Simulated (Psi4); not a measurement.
## Run report: BH, frequency calculation (part 2 of 4)

Continued. System: BH (borane(1)), SMILES [BH]. Method: CAM-B3LYP/cc-pVDZ, RKS (Psi4 1.11). The geometry was optimised with CAM-B3LYP/cc-pVDZ.

Geometry of the input (Å):
```
B  0.0000  0.0000  -0.0016
H  0.0000  0.0000  1.2503
```

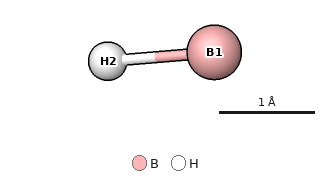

**Figure 1.** The structure as given in the input (ball-and-stick view, seen at a tilt; atoms are numbered from 1 in the order of the input).

**What the program printed, continued**
```
    Blocking Scheme        =         OCTREE
    BS radius alpha        =              1
    Pruning alpha          =              1
    Radial Points          =            150
    Spherical Points       =            974
    Total Points           =         279388
    Total Blocks           =           2075
    Max Points             =            256
    Max Functions          =             19
    Weights Tolerance      =       1.00E-15

  -Total Gradient:
     Atom            X                  Y                   Z
    ------   -----------------  -----------------  -----------------
       1        0.000000000428    -0.000000000000     0.000000194753
       2       -0.000000000421    -0.000000000000    -0.000000191230

	total time  =          0 seconds =       0.00 minutes

    Psi4 run time: 0:00:04.07

    -----------------------------------------------------------------------
                               Psi4 1.11 release

    h
    h
    h

    -----------------------------------------------------------------------

    Memory:     1.5 GiB
    Threads:    1
                ecpint, einsums, f̶o̶r̶t̶e̶, gauxc, gcp, g̶d̶m̶a̶, geometric, g̶p̶u̶_̶d̶f̶c̶c̶,
                i̶n̶t̶e̶g̶r̶a̶t̶o̶r̶x̶x̶, i̶p̶i̶, libefp, m̶d̶i̶, m̶p̶2̶d̶, m̶r̶c̶c̶, ooo,
                o̶p̶e̶n̶f̶e̶r̶m̶i̶o̶n̶p̶s̶i̶4̶, pcmsolver, p̶s̶i̶4̶f̶o̶c̶k̶c̶i̶, p̶s̶i̶x̶a̶s̶,
                p̶y̶e̶i̶n̶s̶u̶m̶s̶, r̶e̶s̶p̶, s̶i̶m̶i̶n̶t̶, s̶n̶s̶m̶p̶2̶,
                v̶2̶r̶d̶m̶_̶c̶a̶s̶s̶c̶f̶

gradient() will perform analytic gradient computation.

  ==> Geometry <==

    Molecular point group: c1
    Full point group: C_inf_v

    Geometry (in Bohr), charge = 0, multiplicity = 1:

       Center              X                  Y                   Z               Mass
    ------------   -----------------  -----------------  -----------------  -----------------
         B            0.000436397475     0.000000000000    -0.198409715543    11.009305360000
         H           -0.004767130116     0.000000000000     2.167393222976     1.007825032230

  Running in c1 symmetry.

  Rotational constants: A = ************  B =     11.64906  C =     11.64906 [cm^-1]
  Rotational constants: A = ************  B = 349229.89530  C = 349229.89530 [MHz]
  Nuclear repulsion =    2.113442258607957

  Charge       = 0
  Multiplicity = 1
  Electrons    = 6
  Nalpha       = 3
  Nbeta        = 3

  ==> Iterations <==

                        Total Energy        Delta E     RMS |[F,P]|

   @RKS iter SAD:   -24.74773302793285   -2.47477e+01   0.00000e+00
   @RKS iter   1:   -25.26062760536603   -5.12895e-01   3.34469e-03 ADIIS/DIIS
   @RKS iter   2:   -25.26455000601601   -3.92240e-03   6.24560e-04 ADIIS/DIIS
   @RKS iter   3:   -25.26465685090113   -1.06845e-04   9.71027e-05 DIIS
   @RKS iter   4:   -25.26466043485153   -3.58395e-06   1.30777e-05 DIIS
   @RKS iter   5:   -25.26466049656830   -6.17168e-08   9.09843e-07 DIIS
   @RKS iter   6:   -25.26466049704220   -4.73896e-10   1.29280e-07 DIIS
   @RKS iter   7:   -25.26466049705177   -9.56746e-12   1.97883e-08 DIIS
   @RKS iter   8:   -25.26466049705201   -2.45137e-13   6.23528e-10 DIIS
  Energy and wave function converged.

  ==> Post-Iterations <==

   Electrons on quadrature grid:
      Ntotal   =    6.0000000000 ; deviation = 1.048e-11

    Final Occupation by Irrep:
              A
    DOCC [     3 ]
    NA   [     3 ]
    NB   [     3 ]

  @RKS Final Energy:   -25.26466049705201

   => Energetics <=

    Nuclear Repulsion Energy =              2.1134422586079569
    One-Electron Energy =                 -37.1664785115017295
    Two-Electron Energy =                  12.8193773717436379
    DFT Exchange-Correlation Energy =      -3.0310016159018733
    Empirical Dispersion Energy =           0.0000000000000000
    VV10 Nonlocal Energy =                  0.0000000000000000
    Total Energy =                        -25.2646604970520130

Computation Completed

Properties will be evaluated at   0.000000,   0.000000,   0.000000 [a0]

Properties computed using the SCF density matrix

 Multipole Moments:

 ------------------------------------------------------------------------------------
     Multipole            Electronic (a.u.)      Nuclear  (a.u.)        Total (a.u.)
 ------------------------------------------------------------------------------------

 L = 1.  Multiply by 2.5417464519 to convert [e a0] to [Debye]
 Dipole X            :          0.0012760           -0.0025851           -0.0013092
 Dipole Y            :         -0.0000000            0.0000000           -0.0000000
 Dipole Z            :         -0.5801244            1.1753446            0.5952202
 Magnitude           :                                                    0.5952217

 ------------------------------------------------------------------------------------

	total time  =          4 seconds =       0.07 minutes

         ------------------------------------------------------------
                                   SCF GRAD
         ------------------------------------------------------------

  ==> Geometry <==

    Molecular point group: c1
    Full point group: C_inf_v

    Geometry (in Bohr), charge = 0, multiplicity = 1:

       Center              X                  Y                   Z               Mass
    ------------   -----------------  -----------------  -----------------  -----------------
         B            0.000436397475     0.000000000000    -0.198409715543    11.009305360000
         H           -0.004767130116     0.000000000000     2.167393222976     1.007825032230

  Nuclear repulsion =    2.113442258607957

   => Molecular Quadrature <=

    Radial Scheme          =       TREUTLER
    Pruning Scheme         =           NONE
    Nuclear Scheme         =       TREUTLER

    Blocking Scheme        =         OCTREE
    BS radius alpha        =              1
    Pruning alpha          =              1
    Radial Points          =            150
    Spherical Points       =            974
    Total Points           =         279388
    Total Blocks           =           2075
    Max Points             =            256
    Max Functions          =             19
    Weights Tolerance      =       1.00E-15

  -Total Gradient:
     Atom            X                  Y                   Z
    ------   -----------------  -----------------  -----------------
       1       -0.000000000428     0.000000000000     0.000000194753
       2        0.000000000421     0.000000000000    -0.000000191230

	total time  =          0 seconds =       0.00 minutes

    Psi4 run time: 0:00:04.03

    -----------------------------------------------------------------------
                               Psi4 1.11 release

    h
    h
    h

    -----------------------------------------------------------------------

    Memory:     1.5 GiB
    Threads:    1
                ecpint, einsums, f̶o̶r̶t̶e̶, gauxc, gcp, g̶d̶m̶a̶, geometric, g̶p̶u̶_̶d̶f̶c̶c̶,
                i̶n̶t̶e̶g̶r̶a̶t̶o̶r̶x̶x̶, i̶p̶i̶, libefp, m̶d̶i̶, m̶p̶2̶d̶, m̶r̶c̶c̶, ooo,
                o̶p̶e̶n̶f̶e̶r̶m̶i̶o̶n̶p̶s̶i̶4̶, pcmsolver, p̶s̶i̶4̶f̶o̶c̶k̶c̶i̶, p̶s̶i̶x̶a̶s̶,
                p̶y̶e̶i̶n̶s̶u̶m̶s̶, r̶e̶s̶p̶, s̶i̶m̶i̶n̶t̶, s̶n̶s̶m̶p̶2̶,
                v̶2̶r̶d̶m̶_̶c̶a̶s̶s̶c̶f̶

gradient() will perform analytic gradient computation.

  ==> Geometry <==

    Molecular point group: c1
    Full point group: C_inf_v

    Geometry (in Bohr), charge = 0, multiplicity = 1:

       Center              X                  Y                   Z               Mass
    ------------   -----------------  -----------------  -----------------  -----------------
         B            0.000000000000    -0.000436397475    -0.198409715543    11.009305360000
         H            0.000000000000     0.004767130116     2.167393222976     1.007825032230

  Running in c1 symmetry.

  Rotational constants: A = ************  B =     11.64906  C =     11.64906 [cm^-1]
  Rotational constants: A = ************  B = 349229.89530  C = 349229.89530 [MHz]
  Nuclear repulsion =    2.113442258607957

  Charge       = 0
  Multiplicity = 1
  Electrons    = 6
  Nalpha       = 3
  Nbeta        = 3

   => Molecular Quadrature <=

    Radial Scheme          =       TREUTLER
    Pruning Scheme         =           NONE
    Nuclear Scheme         =       TREUTLER

    Blocking Scheme        =         OCTREE
    BS radius alpha        =              1
    Pruning alpha          =              1
    Radial Points          =            150
    Spherical Points       =            974
    Total Points           =         279388
    Total Blocks           =           2068
    Max Points             =            256
    Max Functions          =             19
    Weights Tolerance      =       1.00E-15

  ==> Iterations <==

                        Total Energy        Delta E     RMS |[F,P]|

   @RKS iter SAD:   -24.74773302793284   -2.47477e+01   0.00000e+00
   @RKS iter   1:   -25.26062760536609   -5.12895e-01   3.34469e-03 ADIIS/DIIS
   @RKS iter   2:   -25.26455000601609   -3.92240e-03   6.24560e-04 ADIIS/DIIS
   @RKS iter   3:   -25.26465685090123   -1.06845e-04   9.71027e-05 DIIS
   @RKS iter   4:   -25.26466043485158   -3.58395e-06   1.30777e-05 DIIS
   @RKS iter   5:   -25.26466049656834   -6.17168e-08   9.09843e-07 DIIS
   @RKS iter   6:   -25.26466049704223   -4.73889e-10   1.29280e-07 DIIS
   @RKS iter   7:   -25.26466049705182   -9.59233e-12   1.97883e-08 DIIS
   @RKS iter   8:   -25.26466049705206   -2.34479e-13   6.23528e-10 DIIS
  Energy and wave function converged.

  ==> Post-Iterations <==

   Electrons on quadrature grid:
      Ntotal   =    6.0000000000 ; deviation = 1.047e-11

    Final Occupation by Irrep:
              A
    DOCC [     3 ]
    NA   [     3 ]
    NB   [     3 ]

  @RKS Final Energy:   -25.26466049705206

   => Energetics <=

    Nuclear Repulsion Energy =              2.1134422586079569
    One-Electron Energy =                 -37.1664785115018219
    Two-Electron Energy =                  12.8193773717436930
    DFT Exchange-Correlation Energy =      -3.0310016159018840
    Empirical Dispersion Energy =           0.0000000000000000
    VV10 Nonlocal Energy =                  0.0000000000000000
    Total Energy =                        -25.2646604970520627

Computation Completed

Properties will be evaluated at   0.000000,   0.000000,   0.000000 [a0]

Properties computed using the SCF density matrix

 Multipole Moments:

 ------------------------------------------------------------------------------------
     Multipole            Electronic (a.u.)      Nuclear  (a.u.)        Total (a.u.)
 ------------------------------------------------------------------------------------

 L = 1.  Multiply by 2.5417464519 to convert [e a0] to [Debye]
 Dipole X            :          0.0000000            0.0000000            0.0000000
 Dipole Y            :         -0.0012760            0.0025851            0.0013092
 Dipole Z            :         -0.5801244            1.1753446            0.5952202
 Magnitude           :                                                    0.5952217

 ------------------------------------------------------------------------------------

	total time  =          4 seconds =       0.07 minutes

         ------------------------------------------------------------
                                   SCF GRAD
         ------------------------------------------------------------

  ==> Geometry <==

    Molecular point group: c1
    Full point group: C_inf_v

    Geometry (in Bohr), charge = 0, multiplicity = 1:

       Center              X                  Y                   Z               Mass
    ------------   -----------------  -----------------  -----------------  -----------------
         B            0.000000000000    -0.000436397475    -0.198409715543    11.009305360000
         H            0.000000000000     0.004767130116     2.167393222976     1.007825032230

  Nuclear repulsion =    2.113442258607957

   => Molecular Quadrature <=

    Radial Scheme          =       TREUTLER
    Pruning Scheme         =           NONE
    Nuclear Scheme         =       TREUTLER

    Blocking Scheme        =         OCTREE
    BS radius alpha        =              1
    Pruning alpha          =              1
    Radial Points          =            150
    Spherical Points       =            974
    Total Points           =         279388
    Total Blocks           =           2068
    Max Points             =            256
    Max Functions          =             19
    Weights Tolerance      =       1.00E-15

  -Total Gradient:
     Atom            X                  Y                   Z
    ------   -----------------  -----------------  -----------------
       1        0.000000000000     0.000000000428     0.000000194753
       2        0.000000000000    -0.000000000421    -0.000000191230

	total time  =          1 seconds =       0.02 minutes

    Psi4 run time: 0:00:04.13

    -----------------------------------------------------------------------
                               Psi4 1.11 release

    h
    h
    h

    -----------------------------------------------------------------------

    Memory:     1.5 GiB
    Threads:    1
                ecpint, einsums, f̶o̶r̶t̶e̶, gauxc, gcp, g̶d̶m̶a̶, geometric, g̶p̶u̶_̶d̶f̶c̶c̶,
                i̶n̶t̶e̶g̶r̶a̶t̶o̶r̶x̶x̶, i̶p̶i̶, libefp, m̶d̶i̶, m̶p̶2̶d̶, m̶r̶c̶c̶, ooo,
                o̶p̶e̶n̶f̶e̶r̶m̶i̶o̶n̶p̶s̶i̶4̶, pcmsolver, p̶s̶i̶4̶f̶o̶c̶k̶c̶i̶, p̶s̶i̶x̶a̶s̶,
                p̶y̶e̶i̶n̶s̶u̶m̶s̶, r̶e̶s̶p̶, s̶i̶m̶i̶n̶t̶, s̶n̶s̶m̶p̶2̶,
                v̶2̶r̶d̶m̶_̶c̶a̶s̶s̶c̶f̶

gradient() will perform analytic gradient computation.

  ==> Geometry <==

    Molecular point group: c1
    Full point group: C_inf_v

    Geometry (in Bohr), charge = 0, multiplicity = 1:

       Center              X                  Y                   Z               Mass
    ------------   -----------------  -----------------  -----------------  -----------------
         B            0.000000000000     0.000436397475    -0.198409715543    11.009305360000
         H            0.000000000000    -0.004767130116     2.167393222976     1.007825032230

  Running in c1 symmetry.

  Rotational constants: A = ************  B =     11.64906  C =     11.64906 [cm^-1]
  Rotational constants: A = ************  B = 349229.89530  C = 349229.89530 [MHz]
  Nuclear repulsion =    2.113442258607957

  Charge       = 0
  Multiplicity = 1
  Electrons    = 6
  Nalpha       = 3
  Nbeta        = 3

  ==> Iterations <==

                        Total Energy        Delta E     RMS |[F,P]|

   @RKS iter SAD:   -24.74773302793285   -2.47477e+01   0.00000e+00
   @RKS iter   1:   -25.26062760536611   -5.12895e-01   3.34469e-03 ADIIS/DIIS
   @RKS iter   2:   -25.26455000601609   -3.92240e-03   6.24560e-04 ADIIS/DIIS
   @RKS iter   3:   -25.26465685090122   -1.06845e-04   9.71027e-05 DIIS
   @RKS iter   4:   -25.26466043485156   -3.58395e-06   1.30777e-05 DIIS
   @RKS iter   5:   -25.26466049656835   -6.17168e-08   9.09843e-07 DIIS
   @RKS iter   6:   -25.26466049704227   -4.73925e-10   1.29280e-07 DIIS
   @RKS iter   7:   -25.26466049705182   -9.54614e-12   1.97883e-08 DIIS
   @RKS iter   8:   -25.26466049705208   -2.59348e-13   6.23528e-10 DIIS
  Energy and wave function converged.

  ==> Post-Iterations <==

   Electrons on quadrature grid:
      Ntotal   =    6.0000000000 ; deviation = 1.047e-11

    Final Occupation by Irrep:
              A
    DOCC [     3 ]
    NA   [     3 ]
    NB   [     3 ]

  @RKS Final Energy:   -25.26466049705208

   => Energetics <=

    Nuclear Repulsion Energy =              2.1134422586079569
    One-Electron Energy =                 -37.1664785115018219
    Two-Electron Energy =                  12.8193773717436788
    DFT Exchange-Correlation Energy =      -3.0310016159018889
    Empirical Dispersion Energy =           0.0000000000000000
    VV10 Nonlocal Energy =                  0.0000000000000000
    Total Energy =                        -25.2646604970520805

Computation Completed

Properties will be evaluated at   0.000000,   0.000000,   0.000000 [a0]

Properties computed using the SCF density matrix

 Multipole Moments:

 ------------------------------------------------------------------------------------
     Multipole            Electronic (a.u.)      Nuclear  (a.u.)        Total (a.u.)
 ------------------------------------------------------------------------------------

 L = 1.  Multiply by 2.5417464519 to convert [e a0] to [Debye]
 Dipole X            :         -0.0000000            0.0000000           -0.0000000
 Dipole Y            :          0.0012760           -0.0025851           -0.0013092
 Dipole Z            :         -0.5801244            1.1753446            0.5952202
 Magnitude           :                                                    0.5952217

 ------------------------------------------------------------------------------------

	total time  =          3 seconds =       0.05 minutes
```
